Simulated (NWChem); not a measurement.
# MgCl2 (SMILES [Cl][Mg][Cl]): B3LYP/6-311+G(d,p) (density fitting with weigend coulomb fitting)

Aim: the vertical ionisation energy of MgCl2 at B3LYP/6-311+G** (density fitting with weigend coulomb fitting), from 2 runs. 

The calculation is run with NWChem 7.3.0.

## 1. Starting point

MgCl2 has 3 atoms, charge 0, and is taken as a singlet. As SMILES, `[Cl][Mg][Cl]`. The coordinates come from a PBE0-D4/def2-TZVP relaxation.

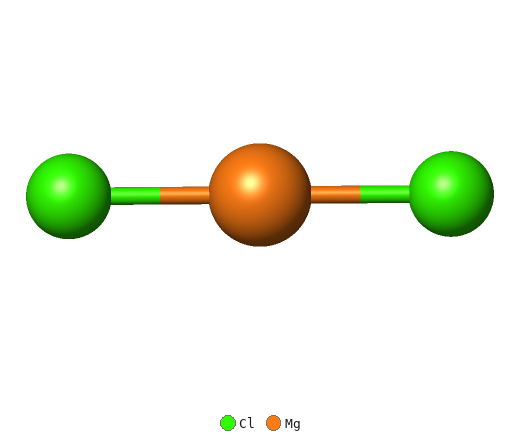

Viewed from a chosen angle; chlorine green, magnesium orange.

## 2. The energy at B3LYP/6-311+G(d,p) (density fitting with weigend coulomb fitting)

Input file m1.nw:

```
start m1
title "Cl2Mg energy"
memory stack 880 mb heap 220 mb global 1100 mb
geometry units bohr noautosym nocenter noautoz
 Cl  0.87721087  3.86033253  0.88665950
 Mg -0.00963760 -0.04006219 -0.00888171
 Cl -0.88836025 -3.94272459 -0.90253320
end
basis spherical bse
 Cl library 6-311+G**
 Mg library 6-311+G**
end
basis "cd basis" spherical
 Cl library "weigend coulomb fitting"
 Mg library "weigend coulomb fitting"
end
dft
 xc b3lyp
 mult 1
 grid fine
 convergence energy 1e-08
 maxiter 100
 mulliken
 print low
end
task dft energy
```

Run with:

```sh
$ nwchem m1.nw > m1.out
```

Standard output:

```text
[...]
 d= 0,ls=0.0,diis     1  -1120.6526314545 -1.26D+03  1.39D-02  1.51D+00     3.2
[...]
 d= 0,ls=0.0,diis     8  -1120.7082739464 -1.81D-10  8.20D-07  8.61D-09    14.9
         Total DFT energy =    -1120.708273946442
      One electron energy =    -1819.978166909140
           Coulomb energy =      637.614743422340
    Exchange-Corr. energy =      -73.134822658033
 Nuclear repulsion energy =      134.789972198391
[...]
      Total Density - Mulliken Population Analysis
     ---------------------------------------------
    Atom       Charge   Shell Charges
 -----------   ------   -------------------------------------------------------
    1 Cl  17    17.21   0.78  1.19  0.89  1.09  1.00  1.03  7.43 -1.52  1.09  2.94  1.54 -0.13 -0.13  0.01
    2 Mg  12    11.58   0.78  1.20  1.03  0.96  0.58  0.13  2.36  3.54  0.39  0.12  0.19  0.00  0.01  0.28
    3 Cl  17    17.21   0.78  1.19  0.89  1.09  1.00  1.03  7.43 -1.52  1.09  2.94  1.54 -0.13 -0.13  0.01
[...]
```

It took 16 s on 1 thread of Intel Xeon Platinum 8259CL at 2.50GHz (Skylake/Cascade Lake), shared host; peak memory 0.13 GiB.

## 3. The doublet cation at the same level

Input file nw.nw:

```
start nw
title "Cl2Mg"
memory 2200 mb
charge 1

geometry noautosym nocenter noautoz
  Cl    0.464200    2.042800    0.469200
  Mg   -0.005100   -0.021200   -0.004700
  Cl   -0.470100   -2.086400   -0.477600
end

basis "ao basis" spherical bse
  * library 6-311+G**
end

basis "cd basis" spherical
  * library "weigend coulomb fitting"
end

dft
  xc b3lyp
  mult 2
  grid fine
  convergence energy 1e-08
  maxiter 100
  mulliken
  noprint "final vectors analysis"
end

task dft energy
```

Run with:

```sh
$ nwchem nw.nw > nw.out
```

Standard output:

```text
[...]
          Wavefunction type:  spin polarized.
          No. of atoms     :     3
          No. of electrons :    45
[...]
          Charge           :     1
          Spin multiplicity:     2
[...]
          AO basis - number of functions:    90
[...]
              XC Information
              --------------
                         B3LYP Method XC Potential
                     Hartree-Fock (Exact) Exchange  0.200
                        Slater Exchange Functional  0.800 local
                    Becke 1988 Exchange Functional  0.720 non-local
              Lee-Yang-Parr Correlation Functional  0.810
                  VWN I RPA Correlation Functional  0.190 local
[...]
 d= 0,ls=0.0,diis     1  -1120.1770509692 -1.25D+03  8.16D-03  9.08D-01     3.8
[...]
 d= 0,ls=0.0,diis    11  -1120.2992152316 -3.91D-10  6.44D-08  1.56D-10    22.3
[...]
         Total DFT energy =    -1120.299215231615
      One electron energy =    -1808.553308762168
           Coulomb energy =      626.282718198792
    Exchange-Corr. energy =      -72.818606692328
 Nuclear repulsion energy =      134.789982024089
[...]
      Total Density - Mulliken Population Analysis
     ---------------------------------------------
    Atom       Charge   Shell Charges
 -----------   ------   -------------------------------------------------------
    1 Cl  17    16.75   0.78  1.19  0.89  1.09  1.04  1.02  7.43 -1.52  1.08  2.86  1.22 -0.16 -0.17  0.01
    2 Mg  12    11.51   0.78  1.20  1.03  0.96  0.57  0.12  2.36  3.54  0.39  0.10  0.19  0.00  0.01  0.25
    3 Cl  17    16.75   0.78  1.19  0.89  1.09  1.04  1.02  7.43 -1.52  1.08  2.86  1.22 -0.16 -0.17  0.01
[...]
      <S2> =      0.7547 (Exact =     0.7500)
[...]
```

Wall time 23 s (1 thread of Intel Xeon Platinum 8259CL at 2.50GHz (Skylake/Cascade Lake), shared host); peak memory 0.13 GiB.

## 4. What came out

At B3LYP/6-311+G** (density fitting with weigend coulomb fitting):

| quantity | value |
| --- | --- |
| singlet MgCl2: total energy | -1120.70827 Eh |
| doublet cation: total energy | -1120.29922 Eh |
| doublet cation: ⟨S²⟩ | 0.755 |
| vertical ionisation energy (to the doublet cation) | 11.131 eV |

The vertical ionisation energy comes to 11.13 eV (1074 kJ/mol). Mulliken charges (singlet MgCl2) run from -0.21 on Cl1 to +0.42 on Mg2; in a basis this large or diffuse they mean little.
